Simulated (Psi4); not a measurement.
# MoCl2O2 (molybdenum dichloride dioxide) at wB97X/def2-SVP (core potential)

Aim: the vertical singlet–triplet gap of MoCl2O2 (molybdenum dichloride dioxide) at wB97X/def2-SVP (core potential), from 2 runs. 

The results are computed with Psi4 1.11.

23 further runs of the same task are left out: 23 that didn't finish.

## (1) The system as given

MoCl2O2 has 5 atoms, charge 0, and is taken as a singlet. SMILES: `O=[Mo](=O)(Cl)Cl`. The shape is that of a PBE0-D4/def2-TZVP optimisation.

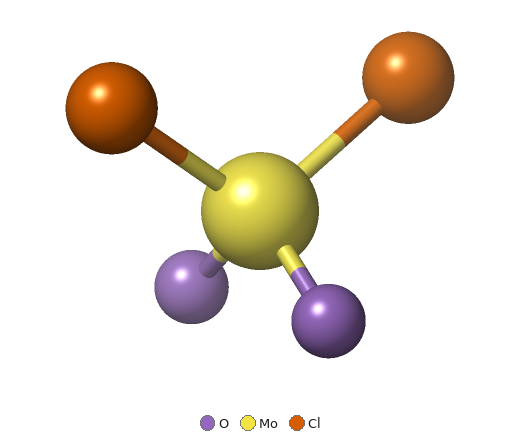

Viewed from a chosen angle; oxygen purple, molybdenum yellow, chlorine orange.

## (2) The energy at wB97X/def2-SVP (core potential)

Input file cl2moo2.xyz:

```xyz
5
Cl2MoO2
O      0.160790    -0.193810     1.710330
Mo     0.067390    -0.061640     0.055230
O      1.227030    -1.074450    -0.573270
Cl    -1.960190    -0.720580    -0.637400
Cl     0.504990     2.050480    -0.554890
```

Input file job.py:

```python
import psi4

psi4.set_memory('2200 MB')
psi4.set_num_threads(1)
psi4.core.set_output_file('psi4.out', False)

with open('cl2moo2.xyz') as f:
    atoms = ''.join(f.readlines()[2:])
molecule = psi4.geometry('0 1\n' + atoms + 'symmetry c1\nno_reorient\nno_com')

options = {'basis': 'def2-SVP', 'puream': True, 'e_convergence': 1e-09, 'd_convergence': 1e-08, 'scf_type': 'pk', 'dft_radial_points': 99, 'dft_spherical_points': 590}
psi4.set_options(options)

energy_value = psi4.energy("wb97x")
print(f'total energy {energy_value:.8f} hartree = {energy_value * 27.211386:.5f} eV')
```

Run with:

```
$ python job.py
```

psi4.out:

```text
[...]
    !!!  WARNING: ECP capability is in beta. Please check occupations closely.  !!!
[...]
  Running in c1 symmetry.
[...]
  Nuclear repulsion =  327.309723448332477
[...]
  Multiplicity = 1
[...]
  Nalpha       = 32
  Nbeta        = 32
[...]
    Number of basis functions: 95
[...]
   @RKS iter   1: -1137.84291060171495   -7.78946e-02   1.47562e-02 DIIS/ADIIS
[...]
   @RKS iter  16: -1138.76351098458485   -6.36646e-12   4.36938e-09 DIIS
[...]
    Orbital Energies [Eh]
    ---------------------
    Doubly Occupied:
       1A   -101.508802     2A   -101.508777     3A    -19.281637
       4A    -19.281636     5A     -9.582769     6A     -9.582754
       7A     -7.347362     8A     -7.347353     9A     -7.342961
      10A     -7.342949    11A     -7.341969    12A     -7.341963
      13A     -2.869572    14A     -1.883166    15A     -1.873485
      16A     -1.857564    17A     -1.083406    18A     -1.073982
      19A     -0.974808    20A     -0.969144    21A     -0.599767
      22A     -0.585158    23A     -0.574461    24A     -0.570165
      25A     -0.553797    26A     -0.521315    27A     -0.492445
      28A     -0.475983    29A     -0.473936    30A     -0.456844
      31A     -0.455701    32A     -0.452909
[...]
  @RKS Final Energy: -1138.76351098458485
   => Energetics <=
    Nuclear Repulsion Energy =            327.3097234483324769
    One-Electron Energy =               -2244.2128266592580985
    Two-Electron Energy =                 838.5703062484569728
    DFT Exchange-Correlation Energy =     -60.4307140221163976
    Empirical Dispersion Energy =           0.0000000000000000
    VV10 Nonlocal Energy =                  0.0000000000000000
    Total Energy =                      -1138.7635109845850820
[...]
 Multipole Moments:
 ------------------------------------------------------------------------------------
     Multipole            Electronic (a.u.)      Nuclear  (a.u.)        Total (a.u.)
 ------------------------------------------------------------------------------------
 L = 1.  Multiply by 2.5417464519 to convert [e a0] to [Debye]
 Dipole X            :         23.7295990          -23.9851221           -0.2555231
 Dipole Y            :        -21.6859242           21.9194247            0.2335004
 Dipole Z            :         19.4423449          -19.6516966           -0.2093517
 Magnitude           :                                                    0.4045277
[...]
```

Standard output:

```text
total energy -1138.76351098 hartree = -30987.33346 eV
```

Wall time 30 s (1 thread of Intel Xeon at 2.50GHz (Skylake/Cascade Lake), shared host); peak memory 1 GiB.

## (3) The triplet

Input file cl2moo2.in:

```
memory 2200 MB

molecule {
  0 3
  O      0.160790    -0.193810     1.710330
  Mo     0.067390    -0.061640     0.055230
  O      1.227030    -1.074450    -0.573270
  Cl    -1.960190    -0.720580    -0.637400
  Cl     0.504990     2.050480    -0.554890
  symmetry c1
}

set {
  basis def2-SVP
  reference uks
  puream true
  e_convergence 1e-09
  d_convergence 1e-08
  scf_type pk
  dft_radial_points 99
  dft_spherical_points 590
  maxiter 100
}

e, wfn = energy("wb97x", return_wfn=True)
print_variables()
```

Run with:

```
$ psi4 -n 1 cl2moo2.in cl2moo2.out
```

cl2moo2.out:

```text
[...]
    !!!  WARNING: ECP capability is in beta. Please check occupations closely.  !!!
[...]
  Running in c1 symmetry.
[...]
  Nuclear repulsion =  327.309723448332477
[...]
  Multiplicity = 3
[...]
  Nalpha       = 33
  Nbeta        = 31
[...]
    Number of basis functions: 95
[...]
   @UKS iter   1: -1137.73387092115649   -1.10278e-01   1.41462e-02 DIIS/ADIIS
[...]
   @UKS iter  48: -1138.62482384334885   -3.11502e-11   8.87224e-09 DIIS
[...]
   @S^2 Observed:                2.035165491E+00
[...]
    Orbital Energies [Eh]
    ---------------------
    Alpha Occupied:
       1A   -101.484274     2A   -101.484248     3A    -19.328283
       4A    -19.328277     5A     -9.558180     6A     -9.558162
       7A     -7.322588     8A     -7.322577     9A     -7.318525
      10A     -7.318517    11A     -7.317880    12A     -7.317866
      13A     -2.837016    14A     -1.866185    15A     -1.841519
      16A     -1.829763    17A     -1.139421    18A     -1.127085
      19A     -0.953255    20A     -0.947196    21A     -0.658857
      22A     -0.613909    23A     -0.596854    24A     -0.576998
      25A     -0.575677    26A     -0.561028    27A     -0.515447
      28A     -0.492587    29A     -0.478232    30A     -0.453781
      31A     -0.447624    32A     -0.445469    33A     -0.315919
[...]
  @UKS Final Energy: -1138.62482384334885
   => Energetics <=
    Nuclear Repulsion Energy =            327.3097234483324769
    One-Electron Energy =               -2244.6059217820748017
    Two-Electron Energy =                 839.1588927917329102
    DFT Exchange-Correlation Energy =     -60.4875183013395770
    Empirical Dispersion Energy =           0.0000000000000000
    VV10 Nonlocal Energy =                  0.0000000000000000
    Total Energy =                      -1138.6248238433490769
[...]
 Multipole Moments:
 ------------------------------------------------------------------------------------
     Multipole            Electronic (a.u.)      Nuclear  (a.u.)        Total (a.u.)
 ------------------------------------------------------------------------------------
 L = 1.  Multiply by 2.5417464519 to convert [e a0] to [Debye]
 Dipole X            :         10.8318976          -10.6153946            0.2165030
 Dipole Y            :         -9.9012693            9.7034175           -0.1978518
 Dipole Z            :          8.8755078           -8.6981482            0.1773596
 Magnitude           :                                                    0.3427468
[...]
```

Wall time 2 min (1 thread of Intel Xeon at 2.50GHz (Skylake/Cascade Lake), shared host); peak memory 1 GiB.

## (4) Summary of results

At wB97X/def2-SVP (core potential):

| quantity | value |
| --- | --- |
| singlet: total energy | -1138.76351 Eh |
| singlet: dipole moment | 1.03 D |
| singlet: HOMO energy | -12.32 eV |
| singlet: LUMO energy | -1.79 eV |
| singlet: HOMO–LUMO gap | 10.53 eV |
| triplet: total energy | -1138.62482 Eh |
| triplet: dipole moment | 0.87 D |
| triplet: HOMO energy (highest over α and β) | -8.60 eV |
| triplet: LUMO energy (lowest over α and β) | -5.42 eV |
| triplet: ⟨S²⟩ | 2.035 |
| vertical energy of the triplet above the singlet | 3.774 eV |

What this shows: At this shape the triplet lies 3.77 eV (364 kJ/mol) above the singlet.
